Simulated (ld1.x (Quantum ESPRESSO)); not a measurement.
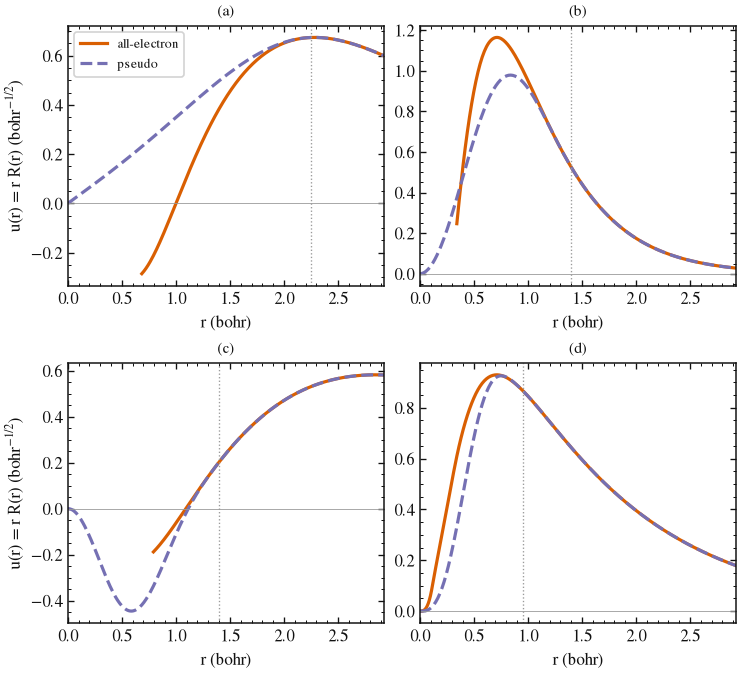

Partial waves u(r) = r R(r), all-electron (solid) and pseudo (dashed). Dotted lines mark the matching radii. The all-electron curves start outside the innermost oscillations, which aren't drawn.

ld1.x (Quantum ESPRESSO) 7.5, PBE, scalar-relativistic. The levels are (a) -12.33 eV, (b) -68.58 eV, (c) -7.34 eV, (d) -15.96 eV.

**Which element and which shells are these?**

Iron (Fe), core [Ne] 3s2, valence 3p6 3d6 4s1 4p0 (charge +1): (a) 4s, (b) 3p, (c) 4p, (d) 3d.

**Are the pseudo-waves norm-conserving?**

No. It is a PAW set: the norm inside the radius is free, and the augmentation charge carries the difference.

The potential isn't sound: its ghost test gives ghost state below the valence levels: s at -76.3 eV.
